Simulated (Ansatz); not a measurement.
**FH4NSi···NH3···NH3: density, localisation and related maps**

```xyz
15

Si   -0.8003   -0.7894   -0.5673
N    -0.1299   -0.3325    1.5055
H    -0.9687   -2.1738   -0.0001
H    -1.6825    0.4077   -0.3209
N    -1.3513   -1.1322   -2.2252
H     1.6330    1.1820   -0.0164
F     0.8780   -0.3744   -0.8480
H     0.4318    0.5500    1.4443
N     1.5988    1.8071    0.7876
H    -0.9268   -0.2378    2.1294
H     0.4642   -1.0976    1.8152
H    -1.6476   -0.4024   -2.8555
H    -1.1686   -2.0103   -2.6874
H     2.4845    1.8993    1.2659
H     1.1852    2.7042    0.5729
```

Method: Ansatz 0.2.0, RKS PBE0/6-31G.

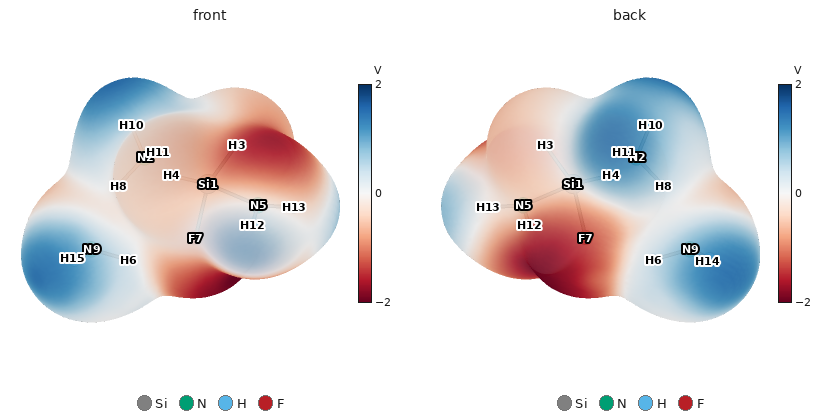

Figure 1. The electrostatic potential painted on the density surface at 0.001 e/bohr³, seen from the front and from behind; red is negative and blue positive.

> Describe the electrostatic potential map.

The most negative region (about −2.0 V, or −46 kcal/mol for a unit charge) lies over F7, the most positive (about +1.5 V, or +35 kcal/mol for a unit charge) over H10, H14 and H15.

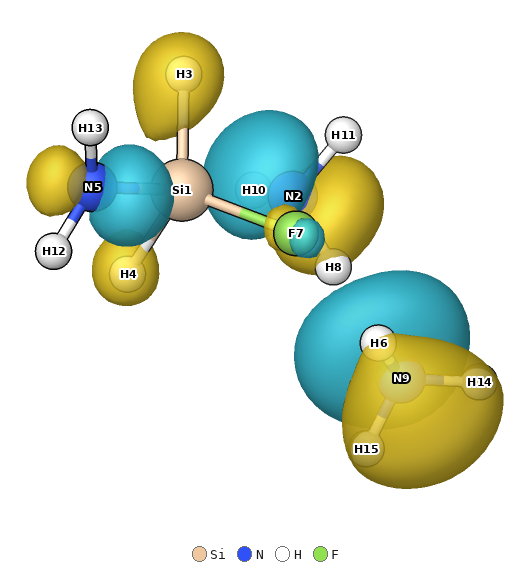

Figure 2. The HOMO−1 at ±0.1 Å⁻³ᐟ² (yellow and cyan are the two phases), seen at an oblique angle.

> What is the character of this orbital?

It lies mainly on N9 (about 50 %) and N2 (about 15 %). Its energy is −7.15 eV.

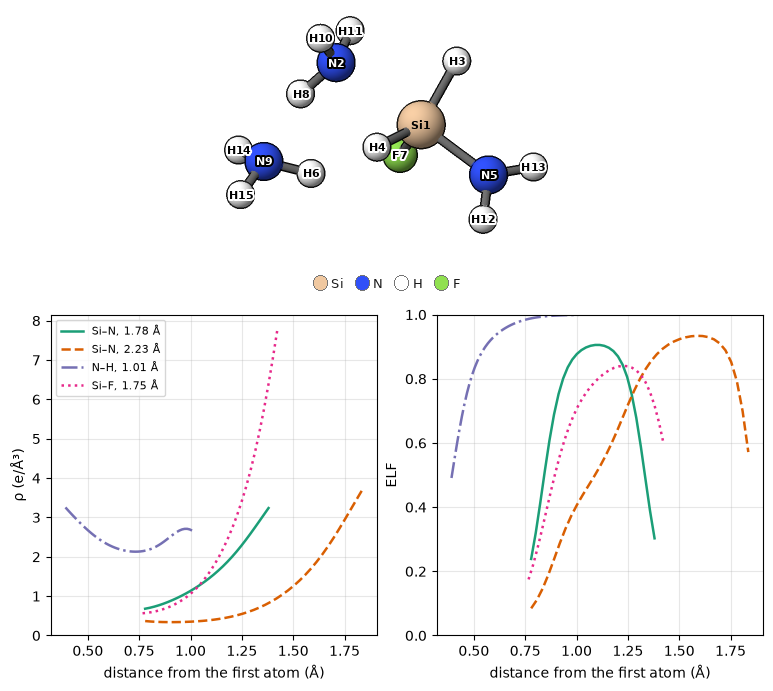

Figure 3. Electron density and electron localisation function along straight lines between neighbouring atoms. The curves leave out the atomic cores. The structure is drawn too.

> Compare the contacts.

Si–N (1.78 Å): ρ is about 0.85 e/Å³ halfway; the ELF peaks at about 0.90 between the atoms: a polar covalent bond.
Si1···N2 (2.23 Å): the density falls to about 0.34 e/Å³ on the way; the ELF peaks at about 0.95 in the valence shell of N, 0.6 Å from its nucleus, and is about 0.55 at the midpoint.
N–H (1.01 Å): ρ at the midpoint is about 2.7 e/Å³; the ELF climbs to about 1 towards the hydrogen, as it does in any bond to H; a covalent bond by its length.
Si–F (1.75 Å): ρ at the midpoint is about 0.68 e/Å³; the ELF peaks at about 0.85 in the valence shell of F, 0.5 Å from its nucleus, and is about 0.45 at the midpoint.

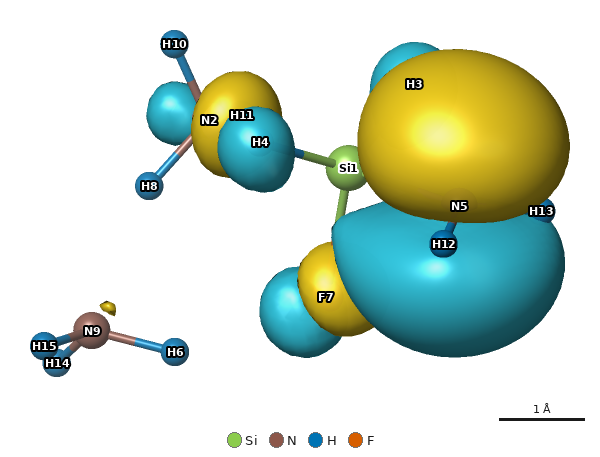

Figure 4. The HOMO at ±0.08 Å⁻³ᐟ² (yellow and cyan are the two phases), seen at a tilt.

> Describe this orbital and give its energy.

It lies mainly on N5 (about 70 %); largely a lone pair of N5. Its energy is −5.99 eV.
